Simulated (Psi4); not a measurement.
# BCl3 (boron trichloride) at MP2/def2-TZVP (density fitting, density fitting for correlation, sweep point 6)

What is the vertical singlet–triplet gap of BCl3 (boron trichloride) at MP2/def2-TZVP (density fitting, density fitting for correlation, sweep point 6)? Input form: a Python script.

The results are computed with Psi4 1.11.

4 further runs of the same task are left out: 4 set aside as unsound or not needed.

### 1 The structure to begin with

BCl3 has 4 atoms, charge 0, and is taken as a singlet. As SMILES, `ClB(Cl)Cl`. The shape is that of a PBE0-D4/def2-TZVP optimisation.

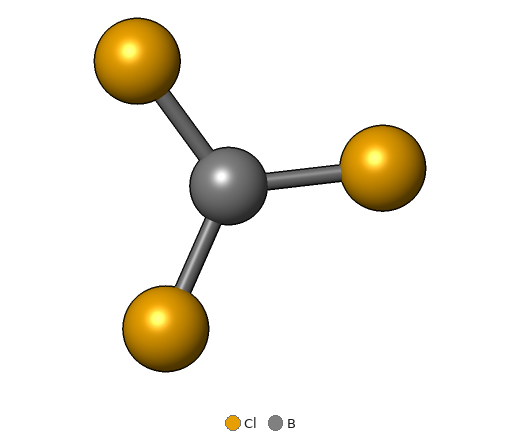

Viewed from a chosen angle; chlorine amber, boron grey.

### 2 A single-point energy at MP2/def2-TZVP (density fitting, density fitting for correlation, sweep point 6)

Contents of calc.py:

```python
import psi4

psi4.set_memory(1600000000)
psi4.set_num_threads(1)
psi4.core.set_output_file('bcl3.out', False)

geom = psi4.geometry("""
0 1
Cl    -0.48739816     0.97593016     3.09601390
B      0.00000000     0.00000000    -0.00001890
Cl     1.78014091    -2.68919366    -0.61227126
Cl    -1.29276164     1.71324460    -2.48370484
units bohr
symmetry c1
""")

options = {'puream': True, 'scf_type': 'df', 'num_frozen_docc': 16, 'd_convergence': 1e-08, 'e_convergence': 1e-08}
psi4.set_options(options)

e_tot, wfn = psi4.energy('mp2/def2-TZVP', molecule=geom, return_wfn=True)
print('E =', round(e_tot, 9))
for k, v in sorted(psi4.core.scalar_variables().items()):
    print(f'{k:45s} {v:18.10f}')
```

Started as:

```
$ python calc.py
```

bcl3.out:

```text
[...]
  Running in c1 symmetry.
[...]
  Nuclear repulsion =  230.173161837595160
[...]
  Multiplicity = 1
[...]
  Nalpha       = 28
  Nbeta        = 28
[...]
    Number of basis functions: 142
[...]
   @DF-RHF iter   1: -1403.31878975999416   -1.66325e-01   2.10415e-03 ADIIS/DIIS
[...]
   @DF-RHF iter  10: -1403.35233943851199   -1.13687e-11   2.56168e-09 DIIS
[...]
    Orbital Energies [Eh]
    ---------------------
    Doubly Occupied:
       1A   -104.856826     2A   -104.856823     3A   -104.856822
       4A    -10.586981     5A    -10.586978     6A    -10.586965
       7A     -8.053710     8A     -8.053706     9A     -8.053705
      10A     -8.052584    11A     -8.052580    12A     -8.052579
      13A     -8.052392    14A     -8.052388    15A     -8.052385
      16A     -7.768920    17A     -1.181327    18A     -1.119781
      19A     -1.119776    20A     -0.706057    21A     -0.612104
      22A     -0.612102    23A     -0.556436    24A     -0.492749
      25A     -0.492747    26A     -0.483302    27A     -0.483299
      28A     -0.457256
[...]
  @DF-RHF Final Energy: -1403.35233943851199
   => Energetics <=
    Nuclear Repulsion Energy =            230.1731618375951598
    One-Electron Energy =               -2397.2644389851634514
    Two-Electron Energy =                 763.7389377090563585
    Total Energy =                      -1403.3523394385119900
[...]
 Multipole Moments:
 ------------------------------------------------------------------------------------
     Multipole            Electronic (a.u.)      Nuclear  (a.u.)        Total (a.u.)
 ------------------------------------------------------------------------------------
 L = 1.  Multiply by 2.5417464519 to convert [e a0] to [Debye]
 Dipole X            :         -0.0000184           -0.0000020           -0.0000204
 Dipole Y            :          0.0000348           -0.0000020            0.0000328
 Dipole Z            :         -0.0000570            0.0000100           -0.0000470
 Magnitude           :                                                    0.0000608
[...]
```

On the terminal:

```text
E = -1404.003154696
CURRENT CORRELATION ENERGY                         -0.6508152572
CURRENT ENERGY                                  -1404.0031546957
CURRENT REFERENCE ENERGY                        -1403.3523394385
CUSTOM SCS-MP2 CORRELATION ENERGY                  -0.6343529467
CUSTOM SCS-MP2 TOTAL ENERGY                     -1403.9866923853
DD SOLVATION ENERGY                                 0.0000000000
HF KINETIC ENERGY                                1403.4291212601
HF POTENTIAL ENERGY                             -2806.7814606986
HF TOTAL ENERGY                                 -1403.3523394385
HF VIRIAL RATIO                                     1.9999452898
MP2 CORRELATION ENERGY                             -0.6508152572
MP2 DOUBLES ENERGY                                 -0.6508152572
MP2 OPPOSITE-SPIN CORRELATION ENERGY               -0.4816321473
MP2 SAME-SPIN CORRELATION ENERGY                   -0.1691831099
MP2 SINGLES ENERGY                                 -0.0000000000
MP2 TOTAL ENERGY                                -1404.0031546957
NUCLEAR REPULSION ENERGY                          230.1731618376
ONE-ELECTRON ENERGY                             -2397.2644389852
PCM POLARIZATION ENERGY                             0.0000000000
PE ENERGY                                           0.0000000000
SCF ITERATION ENERGY                            -1403.3523394385
SCF ITERATIONS                                     10.0000000000
SCF TOTAL ENERGY                                -1403.3523394385
SCS-MP2 CORRELATION ENERGY                         -0.6343529467
SCS-MP2 TOTAL ENERGY                            -1403.9866923853
TWO-ELECTRON ENERGY                               763.7389377091
```

Wall time 4.2 s (1 thread of Intel Xeon at 2.70GHz, shared host); peak memory 0.27 GiB.

### 3 The triplet at the same level

Contents of bcl3.py:

```python
import psi4

psi4.set_memory(1600000000)
psi4.set_num_threads(1)
psi4.set_output_file('bcl3.out', False)

mol = psi4.geometry("""
0 3
Cl    -0.48739816     0.97593016     3.09601390
B      0.00000000     0.00000000    -0.00001890
Cl     1.78014091    -2.68919366    -0.61227126
Cl    -1.29276164     1.71324460    -2.48370484
units au
symmetry c1
""")

options = {'basis': 'def2-TZVP', 'reference': 'uhf', 'puream': True, 'scf_type': 'df', 'num_frozen_docc': 16, 'd_convergence': 1e-08, 'e_convergence': 1e-08, 'maxiter': 100}
psi4.set_options(options)

result = psi4.energy('mp2')
print(f'mp2 energy: {result:.10f} Eh')
```

Started as:

```
$ python bcl3.py
```

bcl3.out:

```text
[...]
  Running in c1 symmetry.
[...]
  Nuclear repulsion =  230.173161837595160
[...]
  Multiplicity = 3
[...]
  Nalpha       = 29
  Nbeta        = 27
[...]
    Number of basis functions: 142
[...]
   @DF-UHF iter   1: -1403.07850893425575    7.39562e-02   1.68548e-03 DIIS/ADIIS
[...]
   @DF-UHF iter  15: -1403.10975483030711    0.00000e+00   3.30170e-09 DIIS
[...]
   @S^2 Observed:                2.045771495E+00
[...]
    Orbital Energies [Eh]
    ---------------------
    Alpha Occupied:
       1A   -104.886750     2A   -104.886749     3A   -104.886736
       4A    -10.613690     5A    -10.613685     6A    -10.613671
       7A     -8.088408     8A     -8.088405     9A     -8.088393
      10A     -8.078939    11A     -8.078936    12A     -8.078925
      13A     -8.077229    14A     -8.077227    15A     -8.077216
      16A     -7.662527    17A     -1.199830    18A     -1.144488
      19A     -1.144478    20A     -0.726649    21A     -0.620965
      22A     -0.620964    23A     -0.591110    24A     -0.526006
      25A     -0.526004    26A     -0.513982    27A     -0.513974
      28A     -0.508035    29A     -0.233819
    Alpha Virtual:
[...]
  @DF-UHF Final Energy: -1403.10975483030711
   => Energetics <=
    Nuclear Repulsion Energy =            230.1731618375951598
    One-Electron Energy =               -2396.5233734430257755
    Two-Electron Energy =                 763.2404567751233344
    Total Energy =                      -1403.1097548303073381
  UHF NO Occupations:
  HONO-2 :   27  A 1.9936933
  HONO-1 :   28  A 1.0000000
[...]
 Multipole Moments:
 ------------------------------------------------------------------------------------
     Multipole            Electronic (a.u.)      Nuclear  (a.u.)        Total (a.u.)
 ------------------------------------------------------------------------------------
 L = 1.  Multiply by 2.5417464519 to convert [e a0] to [Debye]
 Dipole X            :          0.0000041           -0.0000020            0.0000021
 Dipole Y            :         -0.0000218           -0.0000020           -0.0000238
 Dipole Z            :         -0.0001222            0.0000100           -0.0001122
 Magnitude           :                                                    0.0001147
[...]
```

On the terminal:

```text
mp2 energy: -1403.7733427373 Eh
```

Run time: 5.7 s. Hardware: 1 thread of Intel Xeon at 2.70GHz, shared host; peak memory 0.28 GiB.

### 4 Summary of results

At MP2/def2-TZVP (density fitting, density fitting for correlation, sweep point 6), 16 core orbitals frozen:

| quantity | value |
| --- | --- |
| singlet: total energy | -1404.00315 Eh |
| singlet: HOMO energy (Hartree–Fock orbitals) | -12.44 eV |
| singlet: LUMO energy (Hartree–Fock orbitals) | 2.19 eV |
| singlet: HOMO–LUMO gap (Hartree–Fock orbitals) | 14.63 eV |
| singlet: correlation energy (16 core orbitals frozen) | -650.8 mEh |
| triplet: total energy | -1403.77334 Eh |
| triplet: HOMO energy (Hartree–Fock orbitals) (highest over α and β) | -6.36 eV |
| triplet: LUMO energy (Hartree–Fock orbitals) (lowest over α and β) | -4.83 eV |
| triplet: correlation energy (16 core orbitals frozen) | -663.6 mEh |
| triplet: ⟨S²⟩ of the reference determinant | 2.046 |
| vertical energy of the triplet above the singlet | 6.254 eV |

At this shape the triplet lies 6.25 eV (603 kJ/mol) above the singlet.
